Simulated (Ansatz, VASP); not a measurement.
# Zn12CO (Zn(0001)) in two plane-wave programs, part 2 of 2

Aim: how closely do two programs agree when they are given the same cell, functional and k mesh?

VASP 6.6.1 and Ansatz 0.2.0.

So far: The starting structure; VASP: single point, RPBE.

**3. Ansatz: single point, RPBE**

Level of this step: Ansatz beside VASP: Kohn-Sham DFT, plane waves, RPBE (Ansatz).

Ansatz runs on its default PAW (the set named soft_2) files.

The same cell, functional, mesh and smearing now go to Ansatz, which takes its cutoff from its data sets.

input.yaml reads:

```yaml
crystal:
  lattice:
    - [5.3823666566, 0.0, 0.0]
    - [2.6911833283, 4.6612662571, 0.0]
    - [0.0, 0.0, 20.1163194799]
  atoms:
    - { symbol: Zn, position: [0.0, 0.0, 0.37283162] }
    - { symbol: Zn, position: [0.5, 0.0, 0.37283162] }
    - { symbol: Zn, position: [0.0, 0.5, 0.37283162] }
    - { symbol: Zn, position: [0.5, 0.5, 0.37283162] }
    - { symbol: Zn, position: [0.83333333, 0.33333333, 0.5] }
    - { symbol: Zn, position: [0.33333333, 0.33333333, 0.5] }
    - { symbol: Zn, position: [0.83333333, 0.83333333, 0.5] }
    - { symbol: Zn, position: [0.33333333, 0.83333333, 0.5] }
    - { symbol: Zn, position: [0.0, 0.0, 0.6211443579] }
    - { symbol: Zn, position: [0.5080596969, 0.9838806061, 0.6294403861] }
    - { symbol: Zn, position: [0.9838806061, 0.5080596969, 0.6294403861] }
    - { symbol: Zn, position: [0.5080596969, 0.5080596969, 0.6294403861] }
    - { symbol: C, position: [0.33333333, 0.33333333, 0.7049448293] }
    - { symbol: O, position: [0.33333333, 0.33333333, 0.7641144221] }
hamiltonian:
  xc: rpbe
  pseudopotentials: { kind: paw }
kpoints:
  mp_grid: { grid: [6, 6, 1] }
scf:
  occupations: { method: methfessel_paxton, width: 0.15 }
  n_extra_bands: 7
efield:
  axis: 3
  dipole_correction: true
  ramp_width: 0.04
output:
  forces: true
  eigenvalues: true
```

Launch:

```sh
$ ansatz run input.yaml --threads 4 --pin off --max-ram 9216MiB --backend cpu --events-out ev --progress --plain --runs-dir out
```

Numbers of over 12 decimals in the logs are rounded to 6 here.

What it wrote:

```text
scf.n_extra_bands = 7 over 77 filled bands (N_el = 154.0): the run solves 84 bands
Engine: ansatz 0.2.0, aarch64-unknown-linux-gnu
Pseudopotentials: kind: paw
Pseudopotential: Zn, paw, valence charge 12, recommended cutoff 420 eV (normal), Zn.paw.azcp
Pseudopotential: C, paw, valence charge 4, recommended cutoff 420 eV (normal), C.paw.azcp
Pseudopotential: O, paw, valence charge 6, recommended cutoff 420 eV (normal), O.paw.azcp
Functional definition: RPBE
  parameter kappa = 0.804
  parameter beta = 0.066725
  exchange = rpbe_x(kappa = kappa, mu = beta*pi^2/3)
  correlation = pbe_c(beta = beta)
Crystal: 14 atoms, lattice volume = 504.691 Å³
Basis set: ecut = 420 eV, 9781 PW (Γ), exchange–correlation on 72×72×270 points (8 copies of the dense FFT grid, shifted against one another)
Bands: 84, of which v1, the nominal top of the filled ones, is band 77 counted from 1 (76 counted from 0)
Symmetry: 6 space group operations
Space group: P3m1 (ITA 156), of the structure as read, at distance tolerance 8.0e-5 Å
k-points: 7 of 36 (time reversal used)
Non-local potential: Zn, projectors of the file, l = 0: 2, l = 1: 2, l = 2: 3, l = 3: 1
Non-local potential: C, projectors of the file, l = 0: 2, l = 1: 2, l = 2: 1
Non-local potential: O, projectors of the file, l = 0: 2, l = 1: 2, l = 2: 1
PAW form: soft (Blöchl's): semilocal exchange-correlation on the pseudo side does not see the compensation charge
PAW frozen core: Zn, regenerated for the run's functional, and the local potential with it (the file was generated under x = pbe(κ = 0.804, μ = 0.219515), c = pbe(β = 0.066725))
PAW frozen core: C, regenerated for the run's functional, and the local potential with it (the file was generated under x = pbe(κ = 0.804, μ = 0.219515), c = pbe(β = 0.066725))
PAW frozen core: O, regenerated for the run's functional, and the local potential with it (the file was generated under x = pbe(κ = 0.804, μ = 0.219515), c = pbe(β = 0.066725))
PAW one-centre angular grid: Zn, 590 points (default); XC on 64 Gauss nodes
PAW one-centre angular grid: C, 110 points (default); XC on 64 Gauss nodes
PAW one-centre angular grid: O, 110 points (default); XC on 64 Gauss nodes
Initial density: superposition of atomic densities (neutral atoms: chi_scale 0, normalization atom), corrected by the library's trained network
Initial wavefunctions: pseudopotential atomic-orbital guess
Functional: x = rpbe, c = pbe(β = 0.066725)
SCF iter   1: F=—  HF=-40711.790419 eV  |F-HF|=—  |Δ(HF+E_count)|=         —  Δρ=4.39e-3  dr2=1.56e-1  ethr=1.77e-3  p=-0.218 e·Å  D=-7.82e-2 V/Å  ΔV_dip=1.57 eV  dr2_dipole=6.35e-2  V_vac-E_F(+/−)=5.18/3.61 eV  ⟨swp⟩=10.6  Hψ=3246  notcnv=0
efield: sawtooth ramp at fractional position 0.0485 (placed from the atoms, in the widest stretch of the axis that holds none; the zero of the levels goes with the place), width 0.0400; the density the first Hamiltonian is built on has a dipole p = -0.218 e·Å; the dipole correction subtracts the counter field D = -7.82e-2 V/Å, which shifts the + side's vacuum level by +1.57 eV against the − side's; the planar-averaged density in the ramp window peaks in size at 1.7e-4 e/Å³
preconditioner: auto → LDOS  [metal: Δε(μ)=0.030 eV  Ē_g=8.566 eV  σ=0.150 eV  W_gap=0.17  n_scr=80 (ndim 8)  ℏωp=20.5 eV  f_vac=0.533  D(μ)=9.58/eV (n_scr^D=64)  β→1.0]
SCF iter   2: F=—  HF=-40711.854773 eV  |F-HF|=—  |Δ(HF+E_count)|=   6.44e-2  S|Δr|=    0.00e0  Δρ=7.46e-3  dr2=1.77e-1  ethr=1.01e-4  p=-0.170 e·Å  D=-6.09e-2 V/Å  ΔV_dip=1.23 eV  dr2_dipole=8.52e-3  V_vac-E_F(+/−)=5.00/3.77 eV  ⟨swp⟩=2.0  Hψ=1297  notcnv=0  defer=5
SCF iter   3: F=—  HF=-40711.783579 eV  |F-HF|=—  |Δ(HF+E_count)|=   7.12e-2  S|Δr|=    0.00e0  Δρ=2.32e-3  dr2=2.72e-2  ethr=1.01e-4  p=-0.166 e·Å  D=-5.95e-2 V/Å  ΔV_dip=1.20 eV  dr2_dipole=6.74e-3  V_vac-E_F(+/−)=5.02/3.83 eV  ⟨swp⟩=2.0  Hψ=1158  notcnv=0  defer=5
SCF iter   4: F=—  HF=-40711.776189 eV  |F-HF|=—  |Δ(HF+E_count)|=   7.39e-3  S|Δr|=    0.00e0  Δρ=4.27e-4  dr2=5.88e-3  ethr=1.77e-5  p=-0.159 e·Å  D=-5.70e-2 V/Å  ΔV_dip=1.15 eV  dr2_dipole=2.47e-3  V_vac-E_F(+/−)=5.00/3.85 eV  ⟨swp⟩=2.0  Hψ=1165  notcnv=0
SCF iter   5: F=—  HF=-40711.775656 eV  |F-HF|=—  |Δ(HF+E_count)|=   5.33e-4  S|Δr|=    0.00e0  Δρ=3.07e-4  dr2=1.24e-3  ethr=3.82e-6  p=-0.153 e·Å  D=-5.47e-2 V/Å  ΔV_dip=1.10 eV  dr2_dipole=1.65e-4  V_vac-E_F(+/−)=4.99/3.89 eV  ⟨swp⟩=2.3  Hψ=1126  notcnv=0
SCF iter   6: F=—  HF=-40711.775566 eV  |F-HF|=—  |Δ(HF+E_count)|=   8.98e-5  S|Δr|=    0.00e0  Δρ=2.45e-4  dr2=2.87e-4  ethr=8.06e-7  p=-0.152 e·Å  D=-5.44e-2 V/Å  ΔV_dip=1.09 eV  dr2_dipole=4.07e-6  V_vac-E_F(+/−)=4.99/3.90 eV  ⟨swp⟩=2.0  Hψ=1071  notcnv=0
SCF iter   7: F=—  HF=-40711.775506 eV  |F-HF|=—  |Δ(HF+E_count)|=   6.04e-5  S|Δr|=    0.00e0  Δρ=1.16e-4  dr2=1.26e-4  ethr=1.86e-7  p=-0.152 e·Å  D=-5.46e-2 V/Å  ΔV_dip=1.10 eV  dr2_dipole=2.89e-6  V_vac-E_F(+/−)=5.00/3.90 eV  ⟨swp⟩=2.0  Hψ=1097  notcnv=0
SCF iter   8: F=—  HF=-40711.775508 eV  |F-HF|=—  |Δ(HF+E_count)|=   2.35e-6  S|Δr|=    0.00e0  Δρ=7.19e-5  dr2=4.38e-5  ethr=8.20e-8  p=-0.153 e·Å  D=-5.50e-2 V/Å  ΔV_dip=1.11 eV  dr2_dipole=4.50e-6  V_vac-E_F(+/−)=5.00/3.90 eV  ⟨swp⟩=2.1  Hψ=825  notcnv=0
SCF iter   9: F=—  HF=-40711.775563 eV  |F-HF|=—  |Δ(HF+E_count)|=   5.45e-5  S|Δr|=    0.00e0  Δρ=5.04e-5  dr2=1.78e-5  ethr=2.85e-8  p=-0.154 e·Å  D=-5.51e-2 V/Å  ΔV_dip=1.11 eV  dr2_dipole=2.72e-6  V_vac-E_F(+/−)=5.00/3.89 eV  ⟨swp⟩=2.3  Hψ=1045  notcnv=0
SCF iter  10: F=—  HF=-40711.775563 eV  |F-HF|=—  |Δ(HF+E_count)|=   6.92e-7  S|Δr|=    0.00e0  Δρ=2.68e-5  dr2=5.90e-6  ethr=1.16e-8  p=-0.154 e·Å  D=-5.52e-2 V/Å  ΔV_dip=1.11 eV  dr2_dipole=9.83e-7  V_vac-E_F(+/−)=5.00/3.89 eV  ⟨swp⟩=2.4  Hψ=1144  notcnv=0
SCF iter  11: F=—  HF=-40711.775567 eV  |F-HF|=—  |Δ(HF+E_count)|=   3.29e-6  S|Δr|=    0.00e0  Δρ=1.05e-5  dr2=1.04e-6  ethr=3.83e-9  p=-0.154 e·Å  D=-5.52e-2 V/Å  ΔV_dip=1.11 eV  dr2_dipole=2.08e-7  V_vac-E_F(+/−)=5.01/3.89 eV  ⟨swp⟩=2.0  Hψ=931  notcnv=0
SCF iter  12: F=—  HF=-40711.775568 eV  |F-HF|=—  |Δ(HF+E_count)|=   7.78e-7  S|Δr|=    0.00e0  Δρ=6.36e-6  dr2=2.27e-7  ethr=6.74e-10  p=-0.154 e·Å  D=-5.52e-2 V/Å  ΔV_dip=1.11 eV  dr2_dipole=2.33e-9  V_vac-E_F(+/−)=5.01/3.89 eV  ⟨swp⟩=2.0  Hψ=1122  notcnv=0
SCF iter  13: F=-40711.775568 eV  HF=-40711.775568 eV  |F-HF|=1.59e-9  |Δ(HF+E_count)|=   2.10e-8  S|Δr|=    0.00e0  Δρ=2.57e-6  dr2=7.77e-8  ethr=6.49e-11  p=-0.154 e·Å  D=-5.52e-2 V/Å  ΔV_dip=1.11 eV  dr2_dipole=1.09e-8  V_vac-E_F(+/−)=5.01/3.89 eV  ⟨swp⟩=11.1  Hψ=3248  notcnv=0
SCF 1 converged in 13 iterations: F = -40711.775568 eV  dr2 = 7.77e-8
  greatest PAW one-centre occupation: 0.983 electrons in one spin orbital (limit 2), on the Zn atom at site 9 (counted from 0), in its partial waves of l = 2
SCF converged after 13 iterations
Stability not checked: this state was not tested for a lower state beside it, because cold or Methfessel-Paxton smearing, or corrected tetrahedra, fill the levels in a way that the test cannot read (fill_not_monotonic; see scf.lower_state_search)
Free energy (F): -40711.775568 eV
Harris-Foulkes:  -40711.775568 eV  (|F-HF|=1.59e-9)
Internal energy: -40711.745875 eV  (E = F + TS)
E sigma→0 (E₀):  -40711.768144 eV
Entropy (-TS):   -0.029692 eV (-2.121 meV/atom)
Fermi energy:    1.626192 eV
Dipole field:    D = -0.055305 V/Å  (p = -0.154252 e·Å, saw-weighted, corrected)
Work function:   Φ+ = 5.0065 eV   Φ− = 3.8939 eV
Levels:          The Fermi level and band energies are counted from a zero that moves with the ramp; work functions are not
--- Per-component energies (eV) ---
  E_band       = -833.307577
  E_kinetic    = 1818.211786
  E_local      = -121075.796151  (includes V_loc(G=0)·N_el)
  E_nonlocal   = 7403.835192
  E_hartree    = 58268.662234
  E_xc         = -1768.821980
  E_vxc        = -764.636315  (∫ρ·V_xc dr)
  E_paw        = -22223.275304  (= ΣΔE_a)
  E_vpaw       = -4743.286232  (= ΣTr[D̂ρ^β])
  E_aug_tail   = -0.001950  (compensation charges beyond the density's cutoff)
  E_efield     = 0.004265  (sawtooth field / dipole correction)
  E_vefield    = -9.037359  (∫n·V_field dr)
  E_ewald      = 36866.359688
  E_core_change = -0.923655  (= ΣΔE_core)
  E_smearing   = -0.029692  (= −TS)
  E_closure    = -0.000000  (closes the sum)
  Σ components = -40711.775568   (vs F -40711.775568, Δ=0.00e0)
--- Forces (eV/Å), atoms counted from 1 ---
  atom   1  Zn     0.00000000    -0.00000000    -0.04534236
  atom   2  Zn    -0.00000000     0.02408678     0.00166925
  atom   3  Zn     0.02085976    -0.01204339     0.00166925
  atom   4  Zn    -0.02085976    -0.01204339     0.00166925
  atom   5  Zn    -0.00000000     0.02435292    -0.04279592
  atom   6  Zn     0.00000000     0.00000000     0.14994127
  atom   7  Zn    -0.02109025    -0.01217646    -0.04279592
  atom   8  Zn     0.02109025    -0.01217646    -0.04279592
  atom   9  Zn    -0.00000000    -0.00000000    -0.03354887
  atom  10  Zn    -0.00000000     0.03124437    -0.01307625
  atom  11  Zn     0.02705842    -0.01562219    -0.01307625
  atom  12  Zn    -0.02705842    -0.01562219    -0.01307625
  atom  13  C      0.00000000    -0.00000000     0.66339388
  atom  14  O      0.00000000    -0.00000000    -0.57187251
  max |Σ_I F_I| component: 3.74e-5 eV/Å
--- Band table (eV; the first three rows and the last of 7) ---
  k-point 0: bands = [... 73 lower, -0.0820, 0.1899, 0.3339, 0.3339, 1.2278, 1.2278, 1.5786, 2.1257, ... 3 higher]
  k-point 1: bands = [... 73 lower, -0.1462, 0.4326, 0.7251, 0.9291, 1.5840, 1.6781, 2.0194, 2.6318, ... 3 higher]
  k-point 2: bands = [... 73 lower, -0.5821, -0.0399, 0.9255, 1.1448, 2.1950, 2.3701, 2.6535, 3.3118, ... 3 higher]
  k-point 6: bands = [... 73 lower, 0.0848, 1.6223, 1.6645, 2.1948, 2.2696, 2.3256, 3.0297, 3.0643, ... 3 higher]
```

The job ended after 12 s (4 threads of Arm Neoverse V1, shared host; peak memory 1.2 GiB; 48 s of CPU time).

Reading the cycles: dr2 is the Hartree energy of the density residual (eV), the measure of convergence; HF is the Harris–Foulkes estimate of the energy, which meets the free energy F at convergence.

**4. Differences**

Known differences besides the PAW data sets themselves: the cutoff is 420 eV in Ansatz and 440 eV in VASP (PREC = Normal, projectors in real space); Ansatz makes its cores anew for this functional, VASP keeps those of its PBE data sets; VASP leaves aspherical gradient terms in its spheres out (LASPH is not set), Ansatz keeps them. Total energies have different zeros and are not compared.

Both answers:

```
                                   quantity  Ansatz  VASP  difference
 work function, lower of the two faces (eV)    3.89  3.90        0.00
work function, higher of the two faces (eV)    5.01  5.04       -0.03
```

Forces on 10 of the 14 atoms, picked by the larger force of the two programs (eV/Å; atoms numbered as in POSCAR):

```
atom          Ansatz x, y, z            VASP x, y, z
 Zn1    0.000, 0.000, -0.045    0.000, 0.000, -0.044
 Zn5    0.000, 0.024, -0.043    0.000, 0.026, -0.046
 Zn6     0.000, 0.000, 0.150     0.000, 0.000, 0.151
 Zn7  -0.021, -0.012, -0.043  -0.022, -0.013, -0.046
 Zn8   0.021, -0.012, -0.043   0.022, -0.013, -0.046
Zn10    0.000, 0.031, -0.013    0.000, 0.035, -0.021
Zn11   0.027, -0.016, -0.013   0.030, -0.017, -0.021
Zn12  -0.027, -0.016, -0.013  -0.030, -0.017, -0.021
 C13     0.000, 0.000, 0.663     0.000, 0.000, 0.027
 O14    0.000, 0.000, -0.572     0.000, 0.000, 0.106
```

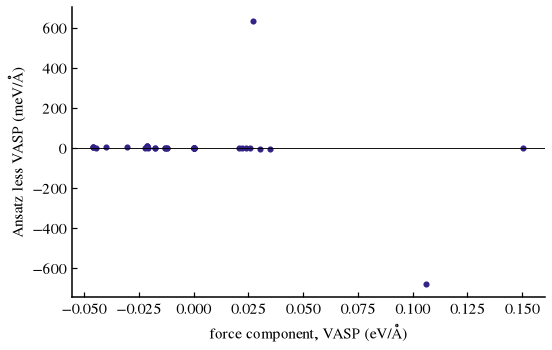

Difference of the force components against their size.

The forces differ by 143 meV/Å r.m.s., which is 403.1 % of the r.m.s. force of 0.04 eV/Å (both taken over all components, held atoms included).

**5. What moves the difference**

The difference is large enough to ask for its cause, so further runs change the set-up of one program at a time, as the table lists.

```
                                    run  r.m.s. force difference (meV/Å)
                               as above                              143
     cores kept as stored, as VASP does                              145
Ansatz's larger PAW set (cutoff 900 eV)                              149
```

**6. What came out**

```yaml
r_m_s_force_difference_single_point_rpbe: 143 meV/Å
```

What this shows: The r.m.s. force difference is 143 meV/Å (single point, RPBE), beyond the 12 meV/Å picked in this series as the mark of a large difference. For single point, RPBE: no further run halves the r.m.s. force difference; only Ansatz's side was varied. 1 further run on this material is not shown. How closely two codes agree says nothing of how well the functional describes the real material.

[Lines on the potential files, build, host, timing and source positions are cut from VASP's logs without a mark.]

[Logs are printed without paths, hosts, clocks, repeated set-up lines and the standing remarks that a program may print on its own settings, such as how far it seeks lower states.]

[Hosts, paths, dates, database ids (printed as entryN), source tags and the programs' standing remarks are cut or masked in the printed files.]
